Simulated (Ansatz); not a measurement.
**ClI: interaction energy of a dimer with the counterpoise correction from a Python script**

How strongly do two molecules of ClI bind, and how much of that is basis error? Aim: the interaction energy of a dimer with the counterpoise correction, for ClI, run from a script.

Program: Ansatz 0.2.0 through its Python package. Level of theory: MP2/def2-SVP. These are calculated values, not measurements.

### 1 The system

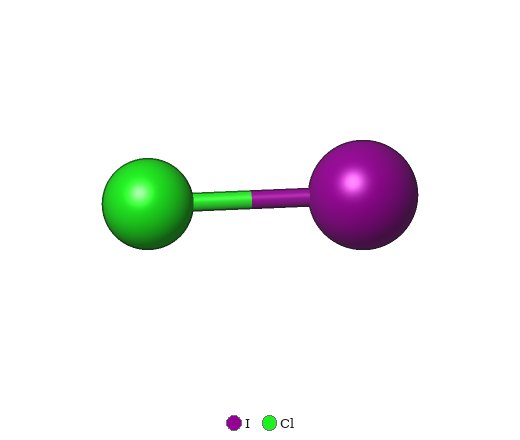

The starting structure, viewed from a chosen angle; iodine purple, chlorine green.

No structure file is read: the coordinates are typed or built in the script.

### 2 The script

Input file cli_dimer.py:

```python
"""Interaction energy of two ClI molecules, with the counterpoise correction."""

import ansatz as az

FIRST = [
    ("I", (0.0, 0.0, -1.14)),
    ("Cl", (0.0, 0.0, 1.14)),
]
SECOND = [
    ("I", (-1.0106, -2.5608, -2.7428)),
    ("Cl", (-1.6458, -4.5993, -1.9432)),
]

def energy(atoms, ghosts=()):
    molecule = az.Crystal.molecule()
    for symbol, xyz in atoms:
        molecule = molecule.atom(symbol, xyz)
    calc = (
        molecule.calculation()
        .basis(gaussian="def2-SVP")
        .correlation("mp2", electrons="valence")
        .scf(lower_state_search="off")
    )
    deck = calc.input()
    if ghosts:
        deck = deck.set(az.key.basis.gaussian.ghost_atoms, [{"symbol": s, "position_ang": list(xyz)} for s, xyz in ghosts])
    return az.Session.from_dict(deck).plan().execute().report["free_energy_ev"]

# ghost atoms carry the functions of the partner
both = energy(FIRST + SECOND)
alone = energy(FIRST) + energy(SECOND)
ghosted = energy(FIRST, SECOND) + energy(SECOND, FIRST)
print(f"dimer {both:.6f} eV")
print(f"interaction, uncorrected   {23.060548 * (both - alone):8.3f} kcal/mol")
print(f"interaction, counterpoise  {23.060548 * (both - ghosted):8.3f} kcal/mol")
print(f"basis-set superposition    {23.060548 * (alone - ghosted):8.3f} kcal/mol")
```

### 3 The input behind the calls

The engine receives this input (first run):

```yaml
crystal:
  periodic: [false, false, false]
  atoms:
    - { symbol: I, position_ang: [0.0, 0.0, -1.14] }
    - { symbol: Cl, position_ang: [0.0, 0.0, 1.14] }
    - { symbol: I, position_ang: [-1.0106, -2.5608, -2.7428] }
    - { symbol: Cl, position_ang: [-1.6458, -4.5993, -1.9432] }
basis:
  gaussian:
    orbitals: def2-SVP
correlation:
  method: mp2
  electrons: valence
scf:
  lower_state_search: "off"
```

### 4 The run

Run with:

```sh
$ python cli_dimer.py
```

Output:

```text
dimer -41155.827706 eV
interaction, uncorrected     17.989 kcal/mol
interaction, counterpoise    19.812 kcal/mol
basis-set superposition       1.823 kcal/mol
```

It took 3 s on 1 thread of Arm Neoverse V2, shared host; peak memory 0.23 GiB.

### 5 Inputs of later runs

The engine's inputs for some of the other runs:

Run 2, against run 1:

```diff
@@ -6,2 +5,0 @@
-    - { symbol: I, position_ang: [-1.0106, -2.5608, -2.7428] }
-    - { symbol: Cl, position_ang: [-1.6458, -4.5993, -1.9432] }
```

Run 4, against run 1:

```diff
@@ -6,2 +5,0 @@
-    - { symbol: I, position_ang: [-1.0106, -2.5608, -2.7428] }
-    - { symbol: Cl, position_ang: [-1.6458, -4.5993, -1.9432] }
@@ -10,0 +9,3 @@
+    ghost_atoms:
+      - { symbol: I, position_ang: [-1.0106, -2.5608, -2.7428] }
+      - { symbol: Cl, position_ang: [-1.6458, -4.5993, -1.9432] }
```

Run 5, against run 1:

```diff
@@ -4,2 +3,0 @@
-    - { symbol: I, position_ang: [0.0, 0.0, -1.14] }
-    - { symbol: Cl, position_ang: [0.0, 0.0, 1.14] }
@@ -10,0 +9,3 @@
+    ghost_atoms:
+      - { symbol: I, position_ang: [0.0, 0.0, -1.14] }
+      - { symbol: Cl, position_ang: [0.0, 0.0, 1.14] }
```

### 6 What each run gave

From the records of these 5 runs:

```tsv
run	system	ghost atoms	energy (eV)	iterations in all	CPU time (s)
1	Cl2I2	not set	-41155.8277	13	1.1
2	ClI	not set	-20578.3039	13	0.24
3	ClI	not set	-20578.3039	13	0.24
4	ClI	a list of 2	-20578.3435	12	0.56
5	ClI	a list of 2	-20578.3433	12	0.56
```

Totals carry meaning only in balanced differences at one level of theory.

### 7 What came out

```
                        quantity            value
 interaction energy, uncorrected  17.989 kcal/mol
interaction energy, counterpoise  19.812 kcal/mol
                   runs compared                5
```

What this shows: The pair is unbound at this geometry and level. Uncorrected it is 17.989 kcal/mol, with the counterpoise correction 19.812 kcal/mol; the difference, 1.82 kcal/mol, is the superposition error. The pose is repulsive. Caveats:
- The dimer is a generated trial pose of unrelaxed monomers, not a minimum, so the figure is no binding energy, and the basis set is small.
- def2 sets replace the cores of elements past krypton by effective core potentials.
- The spin state was assumed, and another may lie lower.
